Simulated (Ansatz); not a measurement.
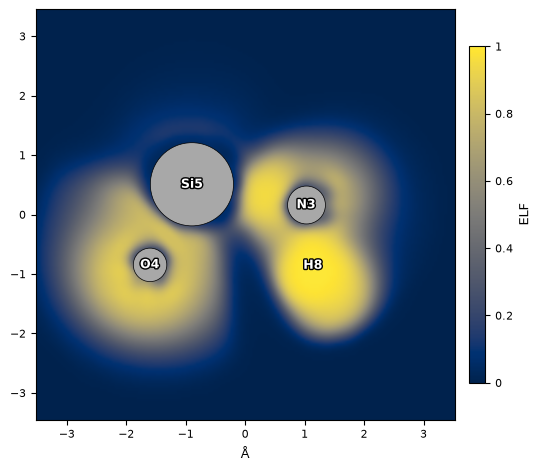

F2H3NOSi (SMILES [NH3+][Si-](=O)(F)F). Electron localisation function on the plane of atoms Si5, N3 and H8. Grey discs cover the atomic cores.

Geometry: B3LYP-D3(BJ)/def2-SVP.

Computed with isolated molecule in a Gaussian basis; Kohn-Sham density functional theory, functional PBE0 (Ansatz).

```xyz
8

F     0.4698    0.9849   -0.3446
F    -0.2183   -1.4271   -0.6736
N    -2.0912    0.3605   -0.1356
O    -0.9104    0.3730   -2.6939
Si   -0.5105    0.0618   -1.2526
H    -1.9287    1.0919    0.5631
H    -2.3810   -0.4948    0.3482
H    -2.8422    0.6599   -0.7648
```

Q: What does the map show?

A: Atoms in the plane: N, O, Si and H. Si–O (1.53 Å): the ELF peaks at about 0.85 between the atoms (a short, strongly polar bond). Si–N (1.96 Å): the ELF peaks at about 0.95 between the atoms: a polar covalent bond. N–H (1.02 Å): the ELF climbs to about 1 towards the hydrogen, as it does in any bond to H; an ordinary covalent bond to hydrogen. The ELF also peaks beside O4, away from the bonds: lone-pair regions.
